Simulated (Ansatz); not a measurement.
# Na3Y (built on the sites of a database entry of Li3Bi): from the cell to its phonons

The cell of Na3Y (built on the sites of a database entry of Li3Bi) is at rest. What are its phonons? After the zone centre comes a 2×2×2 q mesh on a 8×8×8 k mesh.

Method: DFT PBEsol, scalar-relativistic, plane waves, PAW, in Ansatz 0.2.0.

The structure was built from a prototype and need not be the compound's stable phase.

### Step 1. The starting structure

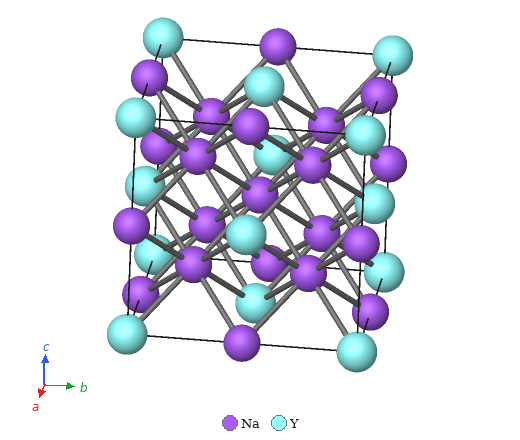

The starting structure, seen slightly off an axis (sodium purple, yttrium teal). This picture shows the conventional cell, with its axes. Some periodic images of atoms are drawn too.

### Step 2. Modes at Γ

The cell comes from relaxations at this level that are not shown. The zone centre comes first: it holds the modes that light can see, as far as symmetry allows. No field response is asked, since the mesh shows no gap.

Input file input.yaml:

```yaml
crystal:
  lattice:
    - [0.0, 4.0589774831, 4.0589774831]
    - [4.0589774831, 0.0, 4.0589774831]
    - [4.0589774831, 4.0589774831, 0.0]
  atoms:
    - { symbol: Na, position: [0.75, 0.75, 0.75] }
    - { symbol: Na, position: [0.5, 0.5, 0.5] }
    - { symbol: Na, position: [0.25, 0.25, 0.25] }
    - { symbol: "Y", position: [0.0, 0.0, 0.0] }
kpoints:
  mp_grid: { grid: [8, 8, 8] }
hamiltonian:
  xc: pbesol
scf:
  occupations: { method: methfessel_paxton, width: 0.15 }
output:
  eigenvalues: true
phonons:
  method: dfpt
```

Launch:

```
$ ansatz run input.yaml --threads 4 --pin off --max-ram 7168MiB --backend cpu --events-out ev --progress --plain --runs-dir out
```

Numbers of over 12 decimals in the logs are rounded to 6 here.

Log:

```text
zone centre: on kpoints.mp_grid the ground state, and the responses unless they are solved on pairs of k-points, stand on 59 of the mesh's 512 k-points, reduced under 8 symmetry operations, with k and −k counted as one. Each operation leaves every solved displacement unchanged or reverses it
Engine: ansatz 0.2.0, aarch64-unknown-linux-gnu
Pseudopotentials: kind: paw
Pseudopotential: Na, paw, valence charge 9, recommended cutoff 420 eV (normal), Na.paw.azcp
Pseudopotential: Y, paw, valence charge 11, recommended cutoff 420 eV (normal), Y.paw.azcp
Functional definition: PBEsol
  exchange = pbesol_x
  correlation = pbesol_c
Crystal: 4 atoms, lattice volume = 133.746 Å³
Basis set: ecut = 420 eV, 2685 PW (Γ), exchange–correlation on 80×80×80 points (8 copies of the dense FFT grid, shifted against one another)
Bands: 23, of which v1, the nominal top of the filled ones, is band 19 counted from 1 (18 counted from 0)
Symmetry: 48 space group operations
k-points: 59 of 512 (irreducible under 8 space group operations, time reversal used)
Non-local potential: Na, projectors of the file, l = 0: 3, l = 1: 2, l = 2: 1
Non-local potential: Y, projectors of the file, l = 0: 3, l = 1: 2, l = 2: 2, l = 3: 1
PAW form: soft (Blöchl's): semilocal exchange-correlation on the pseudo side does not see the compensation charge
PAW frozen core: Na, regenerated for the run's functional, and the local potential with it (the file was generated under x = pbe(κ = 0.804, μ = 0.219515), c = pbe(β = 0.066725))
PAW frozen core: Y, regenerated for the run's functional, and the local potential with it (the file was generated under x = pbe(κ = 0.804, μ = 0.219515), c = pbe(β = 0.066725))
PAW one-centre angular grid: Na, 110 points (default); XC on 64 Gauss nodes
PAW one-centre angular grid: Y, 590 points (default); XC on 64 Gauss nodes
Initial density: superposition of atomic densities (neutral atoms: chi_scale 0, normalization atom), corrected by the library's trained network
Initial wavefunctions: pseudopotential atomic-orbital guess
Functional: x = pbesol(κ = 0.804, μ = 0.123457), c = pbesol(β = 0.046)
SCF iter   1: F=—  HF=-8221.056512 eV  |F-HF|=—  |Δ(HF+E_count)|=         —  Δρ=2.30e-3  dr2=4.93e-3  ethr=1.77e-3  ⟨swp⟩=4.7  Hψ=4776  notcnv=0
preconditioner: auto → Kerker (q_TF=auto, 2.212 Å⁻¹)  [metal: Δε(μ)=0.050 eV  Ē_g=1.944 eV  σ=0.150 eV  W_gap=0.27  n_scr=26 (ndim 8)  ℏωp=7.9 eV  f_vac=0.000  D(μ)=3.78/eV (n_scr^D=26)]
SCF iter   2: F=—  HF=-8221.055074 eV  |F-HF|=—  |Δ(HF+E_count)|=   1.44e-3  S|Δr|=    0.00e0  Δρ=8.43e-4  dr2=1.58e-3  ethr=1.30e-5  ⟨swp⟩=2.0  Hψ=2942  notcnv=0
SCF iter   3: F=—  HF=-8221.054999 eV  |F-HF|=—  |Δ(HF+E_count)|=   7.52e-5  S|Δr|=    0.00e0  Δρ=3.84e-4  dr2=5.59e-4  ethr=4.15e-6  ⟨swp⟩=2.4  Hψ=1886  notcnv=0
SCF iter   4: F=—  HF=-8221.054878 eV  |F-HF|=—  |Δ(HF+E_count)|=   1.21e-4  S|Δr|=    0.00e0  Δρ=1.12e-4  dr2=3.97e-5  ethr=1.47e-6  ⟨swp⟩=2.0  Hψ=1527  notcnv=0
SCF iter   5: F=—  HF=-8221.054863 eV  |F-HF|=—  |Δ(HF+E_count)|=   1.51e-5  S|Δr|=    0.00e0  Δρ=3.56e-5  dr2=2.45e-6  ethr=1.05e-7  ⟨swp⟩=2.0  Hψ=1535  notcnv=0
SCF iter   6: F=—  HF=-8221.054860 eV  |F-HF|=—  |Δ(HF+E_count)|=   2.73e-6  S|Δr|=    0.00e0  Δρ=9.62e-6  dr2=1.30e-7  ethr=6.45e-9  ⟨swp⟩=2.0  Hψ=1538  notcnv=0
SCF iter   7: F=—  HF=-8221.054860 eV  |F-HF|=—  |Δ(HF+E_count)|=   3.62e-8  S|Δr|=    0.00e0  Δρ=3.49e-6  dr2=7.19e-9  ethr=3.42e-10  ⟨swp⟩=2.0  Hψ=2509  notcnv=0
SCF iter   8: F=—  HF=-8221.054860 eV  |F-HF|=—  |Δ(HF+E_count)|=   3.61e-9  S|Δr|=    0.00e0  Δρ=7.55e-7  dr2=5.63e-10  ethr=1.89e-11  ⟨swp⟩=2.0  Hψ=2325  notcnv=0
SCF iter   9: F=—  HF=-8221.054860 eV  |F-HF|=—  |Δ(HF+E_count)|=  5.42e-10  S|Δr|=    0.00e0  Δρ=1.76e-7  dr2=6.59e-11  ethr=1.48e-12  ⟨swp⟩=2.0  Hψ=2080  notcnv=0
SCF iter  10: F=-8221.054860 eV  HF=-8221.054860 eV  |F-HF|=1.82e-12  |Δ(HF+E_count)|=  1.82e-11  S|Δr|=    0.00e0  Δρ=5.23e-8  dr2=6.63e-12  ethr=1.00e-12  ⟨swp⟩=5.4  Hψ=5268  notcnv=0
SCF 1 converged in 10 iterations: F = -8221.054860 eV  dr2 = 6.63e-12
  greatest PAW one-centre occupation: 0.999 electrons in one spin orbital (limit 2), on the Na atom at site 2 (counted from 0), in its partial waves of l = 0
DFPT response loops at Γ: preconditioner auto → Kerker (q_TF=auto, 2.212 Å⁻¹) (partly filled bands, converged f_vac=0.000); β = 1.00, the filter's whole step (`scf.mixing.beta` (0.50) is not read by the response loops under this deck's `scf.mixing.preconditioner`; to damp them name `kerker` or `kerker_dos`, under which they read `scf.mixing.beta`, and type it under 1.00, their step now; both keys bind the ground state too); Broyden in place of MSR1
SCF converged after 10 iterations
Stability not checked: this state was not tested for a lower state beside it, because cold or Methfessel-Paxton smearing, or corrected tetrahedra, fill the levels in a way that the test cannot read (fill_not_monotonic; see scf.lower_state_search)
Free energy (F): -8221.054860 eV
Harris-Foulkes:  -8221.054860 eV  (|F-HF|=1.82e-12)
Internal energy: -8221.058310 eV  (E = F + TS)
E sigma→0 (E₀):  -8221.055723 eV
Entropy (-TS):   0.003450 eV (0.862 meV/atom)
Fermi energy:    3.813654 eV
--- Per-component energies (eV) ---
  E_band       = -840.098121
  E_kinetic    = 662.766411
  E_local      = -4865.266533  (includes V_loc(G=0)·N_el)
  E_nonlocal   = 399.955508
  E_hartree    = 1737.826997
  E_xc         = -282.869831
  E_vxc        = -341.793180  (∫ρ·V_xc dr)
  E_paw        = -3533.617608  (= ΣΔE_a)
  E_vpaw       = -171.414165  (= ΣTr[D̂ρ^β])
  E_aug_tail   = -0.000070  (compensation charges beyond the density's cutoff)
  E_ewald      = -2340.166038
  E_core_change = 0.312854  (= ΣΔE_core)
  E_smearing   = 0.003450  (= −TS)
  E_closure    = 0.000000  (closes the sum)
  Σ components = -8221.054860   (vs F -8221.054860, Δ=0.00e0)
--- Band table (eV; the first three rows and the last of 59) ---
  k-point 0: bands = [... 15 lower, -20.1878, -0.0205, 3.9965, 3.9965, 3.9965, 4.5429, 4.5429, 6.6725]
  k-point 1: bands = [... 15 lower, -20.1879, 0.0981, 3.8569, 4.0310, 4.0310, 4.5035, 4.5035, 6.0802]
  k-point 2: bands = [... 15 lower, -20.1879, 0.4464, 3.4196, 4.0479, 4.0479, 4.5296, 4.5296, 5.2272]
  k-point 58: bands = [... 15 lower, -20.1856, 2.5665, 2.7546, 2.8947, 2.8947, 4.7054, 4.8990, 4.8990]
--- Phonons (Γ-DFPT): 3 representative perturbations + reference, on 59 of 512 k-points (Σ response iterations 9) ---
  k mesh reduced under 8 symmetry operations, with k and −k counted as one. Each operation leaves every solved displacement unchanged or reverses it
  ASR residual: 4.811e-5 → 0.000e0 eV/Å²; symmetrization residual: 1.388e-6 eV/Å²
  ASR residual per site (eV/Å²): 4.81e-5 2.11e-5 4.81e-5 1.87e-5
  Γ frequencies (cm⁻¹): 0.00 0.00 0.00 113.34 113.34 113.34 132.20 132.20 132.20 154.30 154.30 154.30
  non-analytic LO–TO correction: not included (Born effective charges unavailable; polar crystals: no LO–TO splitting at Γ)
```

Elapsed: 20 s, on 4 threads of Arm Neoverse V1, shared host; peak memory 0.9 GiB.

This step gave:

- volume per atom: 33.44 Å³
- gap on the k-mesh: 0 eV
- sum-rule residual before enforcement: 4.81e-5 eV/Å²
- point group: m-3m
- highest optical mode at the zone centre (no LO-TO term): 154.3 cm⁻¹
- lowest optical zone-centre mode: 113.3 cm⁻¹

Patterns of degenerate modes are one choice out of their space. The modes at Γ (shares of kinetic energy by element, %):

| mode | frequency (cm⁻¹) | symmetry | Na % | Y % |
| --- | --- | --- | --- | --- |
| 1 | 0.0 | acoustic | 44 | 56 |
| 2 | 0.0 | acoustic | 44 | 56 |
| 3 | 0.0 | acoustic | 44 | 56 |
| 4 | 113.3 | T1u | 70 | 30 |
| 5 | 113.3 | T1u | 70 | 30 |
| 6 | 113.3 | T1u | 70 | 30 |
| 7 | 132.2 | T2g | 100 | 0 |
| 8 | 132.2 | T2g | 100 | 0 |
| 9 | 132.2 | T2g | 100 | 0 |
| 10 | 154.3 | T1u | 86 | 14 |
| 11 | 154.3 | T1u | 86 | 14 |
| 12 | 154.3 | T1u | 86 | 14 |

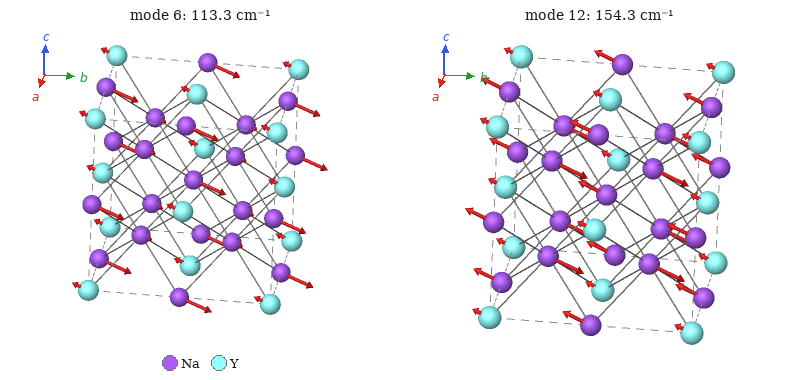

Displacement patterns of modes 6 and 12 at Γ; arrows are exaggerated. Some periodic images of atoms are drawn too.

Before it was imposed, the acoustic sum rule was missed by 4.8e-5 eV/Å². Small misses are needed for a sound result but don't prove that mesh and cutoff are converged. The lowest optical mode is real, 113 cm⁻¹.

### Step 3. The dispersion

Stability and thermal properties need the whole zone. Linear response on a 2×2×2 q mesh gives force constants as far as a supercell of that size would.

input.yaml, as its differences from that of step 2:

```diff
@@ -20 +20,8 @@
   method: dfpt
+  qmesh: [2, 2, 2]
+  temperatures: { t_max: 1000, t_step: 50 }
+  qpath:
+    path:
+      - [[0.0, 0.0, 0.0], [0.5, 0.0, 0.5], [0.625, 0.25, 0.625]]
+      - [[0.375, 0.375, 0.75], [0.0, 0.0, 0.0], [0.5, 0.5, 0.5], [0.5, 0.25, 0.75], [0.5, 0.0, 0.5]]
+    npoints: 10
```

Log:

```text
Warning: phonons: the dynamical matrix that this run interpolates holds no multipole term above the dipole-dipole one, and a site of this crystal is no centre of inversion, so its interpolated transverse optical and acoustic branches and sound speeds can stay off near Gamma, and the density of states and the thermodynamics with them. What a run solves at a wave vector of phonons.qpoints, Gamma apart, where the deck admits one, is free of this, and under fd what a larger phonons.supercell samples
[...]
Crystal: 4 atoms, lattice volume = 133.746 Å³
Basis set: ecut = 420 eV, 2685 PW (Γ), exchange–correlation on 80×80×80 points (8 copies of the dense FFT grid, shifted against one another)
Bands: 23, of which v1, the nominal top of the filled ones, is band 19 counted from 1 (18 counted from 0)
[... 1 set-up line as in the run before ...]
k-points: 29 of 512
[...]
SCF iter   1: F=—  HF=-8221.056477 eV  |F-HF|=—  |Δ(HF+E_count)|=         —  Δρ=2.30e-3  dr2=4.94e-3  ethr=1.77e-3  ⟨swp⟩=4.7  Hψ=2352  notcnv=0
[...]
SCF iter  10: F=-8221.054860 eV  HF=-8221.054860 eV  |F-HF|=1.82e-12  |Δ(HF+E_count)|=  2.00e-11  S|Δr|=    0.00e0  Δρ=5.16e-8  dr2=6.49e-12  ethr=1.00e-12  ⟨swp⟩=5.3  Hψ=2582  notcnv=0
SCF 1 converged in 10 iterations: F = -8221.054860 eV  dr2 = 6.49e-12
[...]
iter 1 solved again at ethr=1.87e-9 eV; its pass at ethr=3.10e-3 eV (dr2=7.10e-7 eV) is discarded
[...]
SCF iter   2: F=-8221.054860 eV  HF=-8221.054860 eV  |F-HF|=5.46e-12  |Δ(HF+E_count)|=   1.25e-6  S|Δr|=    0.00e0  Δρ=4.22e-8  dr2=6.11e-12  ethr=1.00e-12  ⟨swp⟩=4.2  Hψ=2057  notcnv=0
SCF 2 converged in 2 iterations: F = -8221.054860 eV  dr2 = 6.11e-12
phonons: the bands overlap, so this run is a metal and interpolates without the dipole-dipole term. If the crystal is really an insulator or semiconductor, its LO-TO splitting is missing
NSCF: frozen V_eff on 29 k-points
[...]
DFPT response loops at q = (0, 0, 0) (fractional): preconditioner auto → Kerker (q_TF=auto, 2.212 Å⁻¹) (partly filled bands, converged f_vac=0.000); β = 1.00, the filter's whole step (`scf.mixing.beta` (0.50) is not read by the response loops under this deck's `scf.mixing.preconditioner`; to damp them name `kerker` or `kerker_dos`, under which they read `scf.mixing.beta`, and type it under 1.00, their step now; both keys bind the ground state too); Broyden in place of MSR1
[...]
SCF converged after 10 iterations
[...]
Free energy (F): -8221.054860 eV
[...]
Internal energy: -8221.058310 eV  (E = F + TS)
E sigma→0 (E₀):  -8221.055723 eV
Entropy (-TS):   0.003450 eV (0.862 meV/atom)
Fermi energy:    3.813654 eV
[...]
--- Band table (eV; the first three rows and the last of 29) ---
  k-point 0: bands = [... 15 lower, -20.1878, -0.0205, 3.9965, 3.9965, 3.9965, 4.5429, 4.5429, 6.6725]
  k-point 1: bands = [... 15 lower, -20.1879, 0.0981, 3.8569, 4.0310, 4.0310, 4.5035, 4.5035, 6.0802]
  k-point 2: bands = [... 15 lower, -20.1879, 0.4464, 3.4196, 4.0479, 4.0479, 4.5296, 4.5296, 5.2272]
  k-point 28: bands = [... 15 lower, -20.1856, 2.5665, 2.7546, 2.8947, 2.8947, 4.7054, 4.8990, 4.8990]
--- Phonons (Γ-DFPT): 3 representative perturbations + reference (Σ response iterations 9) ---
  ASR residual: 4.770e-5 → 0.000e0 eV/Å²; symmetrization residual: 1.410e-6 eV/Å²
  ASR residual per site (eV/Å²): 4.77e-5 2.02e-5 4.77e-5 2.23e-5
[...]
--- Phonons (arbitrary-q DFPT): 3 irreducible q on the 2×2×2 mesh ---
  q = [0.0000, 0.0000, 0.0000] (star 1, of the zone-centre solve; hermiticity 1.21e-6, symmetrization 1.78e-12): 0.00 0.00 0.00 113.34 113.34 113.34 132.20 132.20 132.20 154.30 154.30 154.30
  q = [0.0000, 0.0000, -0.5000] (star 4, 3 solved perturbations on 150 of 512 k-point pairs; hermiticity 2.35e-6, symmetrization 1.02e-6): 37.50 37.50 40.79 88.88 88.88 101.25 137.34 138.52 145.48 145.48 146.31 146.31
  q = [0.0000, -0.5000, -0.5000] (star 3, 6 solved perturbations in 462 linear systems a pass and spin channel, the states on 95 of 512 k-point pairs; hermiticity 1.29e-6, symmetrization 1.05e-8): -14.72 -14.72 57.59 100.04 100.04 111.73 126.31 126.31 128.80 130.36 158.21 158.21
  sum rule: each row above includes the acoustic sum rule's correction from the zone centre's row sums; it moved no ω² by more than (0.75 cm⁻¹)²
  mesh force constants: q→R imaginary residual 4.35e-17; ASR residual 4.770e-5 → 0.000e0 eV/Å²; symmetrization residual 1.332e-15 eV/Å²
  interpolated dispersion: 62 rows × 12 modes
  density of states and harmonic sums: on the 14×14×14 q-mesh, interpolated from the force constants of a 2×2×2 supercell (no non-analytic term)
  largest difference from the sums on the solved wave vectors: F 3.43e-1 eV, S 4.33e-4 and C_V 9.07e-5 eV/K
  zero-point energy: 0.076843 eV/cell   skipped modes (ω ≤ 0): 16, of them read as no rigid motion or as one in doubt: 13 (7.653e-2 modes/cell left out, lowest -14.72 cm⁻¹)   left out of the sums: 6.47e-3 of the cell's modes: C_V's classical limit lies that fraction below 3 k_B per atom; for a crystal, a wire or a layer, F and S can be off by more, and a phonons.interpolated_qmesh denser along its periods is the remedy for the sampling
```

Wall time 1.7 min (4 threads); peak memory 1.3 GiB.

Numbers from this step:

- sum-rule residual before enforcement: 4.77e-5 eV/Å²
- lowest frequency on the path: -14.72 cm⁻¹
- highest frequency on the path or at a solved wavevector: 158.2 cm⁻¹
- lowest mode on the q mesh (acoustic modes at Γ apart): -14.72 cm⁻¹

Frequencies (cm⁻¹) solved at each irreducible wavevector; negative means imaginary. Frequencies by wavevector, by row:

| q in reciprocal lattice units | star | mode 1 | mode 2 | mode 3 | mode 4 | mode 10 | mode 11 | mode 12 |
| --- | --- | --- | --- | --- | --- | --- | --- | --- |
| 0 0 0 | 1 | 0 | 0 | 0 | 113.3 | 154.3 | 154.3 | 154.3 |
| 0 0 -0.5 | 4 | 37.5 | 37.5 | 40.8 | 88.9 | 145.5 | 146.3 | 146.3 |
| 0 -0.5 -0.5 | 3 | -14.7 | -14.7 | 57.6 | 100 | 130.4 | 158.2 | 158.2 |

Interpolated from a 2×2×2 q mesh. The phonon branches at the labelled points (cm⁻¹):

| point | branch 1 | branch 2 | branch 3 | branch 4 | branch 9 | branch 10 | branch 11 | branch 12 |
| --- | --- | --- | --- | --- | --- | --- | --- | --- |
| Γ | 0 | 0 | 0 | 113 | 132 | 154 | 154 | 154 |
| X | -15 | -15 | 58 | 100 | 129 | 130 | 158 | 158 |
| U | -5 | 22 | 48 | 93 | 140 | 141 | 149 | 157 |
| jump to K | -5 | 22 | 48 | 93 | 140 | 141 | 149 | 157 |
| Γ | 0 | 0 | 0 | 113 | 132 | 154 | 154 | 154 |
| L | 38 | 38 | 41 | 89 | 146 | 146 | 146 | 146 |
| W | 11 | 37 | 37 | 89 | 147 | 147 | 148 | 148 |
| X | -15 | -15 | 58 | 100 | 129 | 130 | 158 | 158 |

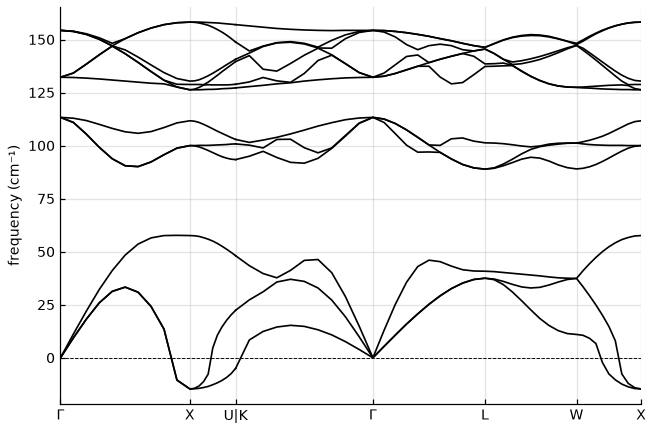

Phonon branches along the path.

The phonon density of states has structure finer than the step of the table below, so its rows give means over 10 cm⁻¹, whole bins alone (the curve runs from -15 to 159 cm⁻¹). Peaks (cm⁻¹: height): 33.0: 0.118, 95.0: 0.203, 129.0: 0.366, 149.0: 0.304.

Tetrahedra on a 14×14×14 mesh, mean over bins of 2 cm-1. Interpolated from a 2×2×2 q mesh. Table of phonon density of states by wavenumber; means over each step:

| wavenumber (cm⁻¹) | phonon density of states (1/cm⁻¹/cell) |
| --- | --- |
| -10 | 0.00367 |
| 0 | 0.00568 |
| 10 | 0.0221 |
| 20 | 0.0628 |
| 30 | 0.0882 |
| 40 | 0.0810 |
| 50 | 0.0338 |
| 60 | 0.00289 |
| 70 | 0 |
| 80 | 0 |
| 90 | 0.0914 |
| 100 | 0.161 |
| 110 | 0.0480 |
| 120 | 0 |
| 130 | 0.191 |
| 140 | 0.140 |
| 150 | 0.242 |

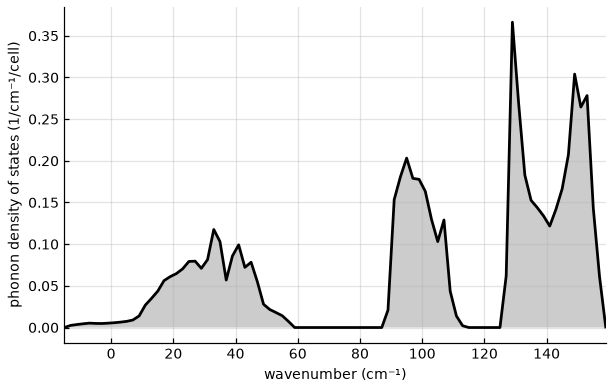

Phonon density of states against wavenumber.

The partial phonon density of states has structure finer than the step of the table below, so its rows give means over 20 cm⁻¹, whole bins alone (the curve runs from -24 to 173 cm⁻¹). Peaks (cm⁻¹: height): Na 94.8: 0.172, 130.7: 0.256, 150.6: 0.237; Y 34.2: 0.0781, 98.6: 0.0152, 150.6: 0.0318.

Phonopy on the run's constants, 13x13x13 mesh, Gaussian sigma 2.0 cm-1. Interpolated from a 2×2×2 q mesh. Partial phonon density of states against wavenumber; means over each step; values in 1/cm⁻¹/cell:

| wavenumber (cm⁻¹) | Na | Y |
| --- | --- | --- |
| 0 | 0.00194 | 0.00493 |
| 20 | 0.0165 | 0.0416 |
| 40 | 0.0154 | 0.0613 |
| 60 | 6.8e-4 | 0.00629 |
| 80 | 0.00827 | 1.5e-4 |
| 100 | 0.127 | 0.0107 |
| 120 | 0.0446 | 0.00109 |
| 140 | 0.169 | 0.0135 |
| 160 | 0.0662 | 0.00957 |

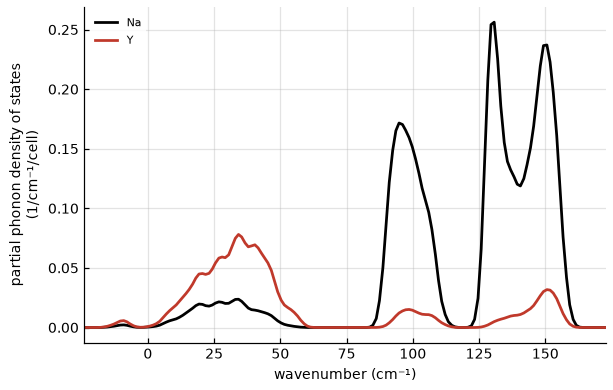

Partial phonon density of states against wavenumber.

Symmetry leaves 3 wavevectors to solve. The lowest mode among them, the acoustic zeros apart, lies at q = (0, -0.5, -0.5) and is imaginary, 14.7i cm⁻¹, so the energy falls along it.

### Step 4. Summary of results

```
space group (within 0.01 Å)                             : Fm-3m
volume per atom                                         : 33.4 Å³
electronic character                                    : no gap on this mesh
highest optical mode at the zone centre (no LO-TO term) : 154 cm⁻¹
lowest optical zone-centre mode                         : 113 cm⁻¹
lowest mode on the q mesh (acoustic modes at Γ apart)   : -14.7 cm⁻¹
highest frequency on the path or at a solved wavevector : 158 cm⁻¹
imaginary modes on the 2×2×2 q mesh                     : yes
```

**Reading.** Modes are clearly imaginary (beyond 10i cm⁻¹) at 1 of the 3 irreducible wavevectors, most at q = (0, -0.5, -0.5) (14.7i cm⁻¹), so this structure is not a minimum of the energy. The optical modes at Γ span 113 to 154 cm⁻¹. The highest mode in this list at Γ, 154.3 cm⁻¹, is mostly motion of Na (86 % of the kinetic energy). With no gap, or one that is small against the smearing, the frequencies hang on the k mesh and the smearing, most of all near Kohn anomalies. The starting cell was built on a prototype and not taken from a measurement, so the phase need not exist. These are harmonic frequencies at zero temperature: anharmonic shifts, linewidths and thermal expansion are left out.

[Logs are printed without paths, hosts, clocks, repeated set-up lines and the standing remarks that a program may print on its own settings, such as how far it seeks lower states.]

[Hosts, paths, dates, database ids (printed as entryN), source tags and the programs' standing remarks are cut or masked in the printed files.]
